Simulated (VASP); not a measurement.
Band structure of MgCd (space group Pm-3m). These are PBEsol GGA, VASP's PBE PAW potentials (set 64) (plane waves; VASP) values and carry that method's errors.

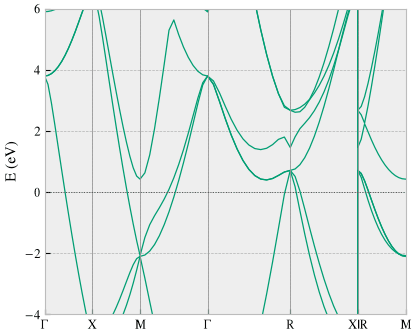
*Bands along high-symmetry lines, zero at the valence-band maximum or, without a gap, the Fermi level*

Read the plot: is there a gap, and where are the band edges?

It has no gap at this level: it comes out as a metal or semimetal. (Edges off the drawn lines would not show.)

The structure comes from a computed database's MgCd entry (Pm-3m); how it stands against other phases isn't given here. It was relaxed first.
